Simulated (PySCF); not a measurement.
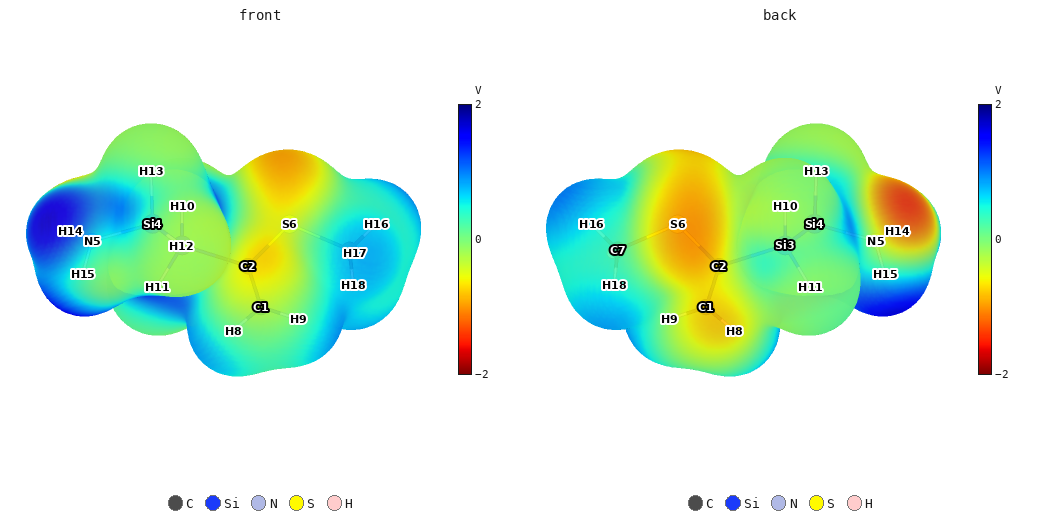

*C₃H₁₁NSSi₂ (SMILES C=C([SiH2][SiH2]N)SC). The electrostatic potential painted on the density surface at 0.002 e/bohr³, seen from the front and from behind; red is negative and blue positive.*

Geometry: GFN2-xTB.

Theory: PBE0/pcSseg-1, SCF density, gas phase, non-relativistic (PySCF 2.14.0).

```xyz
18

C    -1.1011    1.0874    0.0808
C    -0.9049   -0.1442   -0.3725
Si    0.7397   -0.7307   -1.1135
Si    2.3293   -0.8076    0.5577
N     3.8063   -0.3573   -0.2116
S    -2.1071   -1.4275   -0.3074
C    -3.5479   -0.6684    0.5010
H    -0.3086    1.8143    0.0069
H    -2.0179    1.4396    0.5245
H     0.4647   -2.0097   -1.7753
H     1.0249    0.2354   -2.1914
H     1.9817    0.0368    1.7227
H     2.6228   -2.1344    1.1085
H     4.6711   -0.4247    0.3003
H     3.8279    0.4590   -0.8009
H    -4.2990   -1.4496    0.5625
H    -3.2738   -0.3337    1.4975
H    -3.9170    0.1569   -0.1013
```

Q: Which sites attract a positive test charge, and which a negative one?

A: A positive charge is drawn to the negative regions and a negative charge to the positive ones. The most negative region (about −1.3 V, or −30 kcal/mol for a unit charge) lies over N5, the most positive (about +1.6 V, or +37 kcal/mol for a unit charge) over H14 and H15. N5 is the likeliest acceptor of a hydrogen bond.
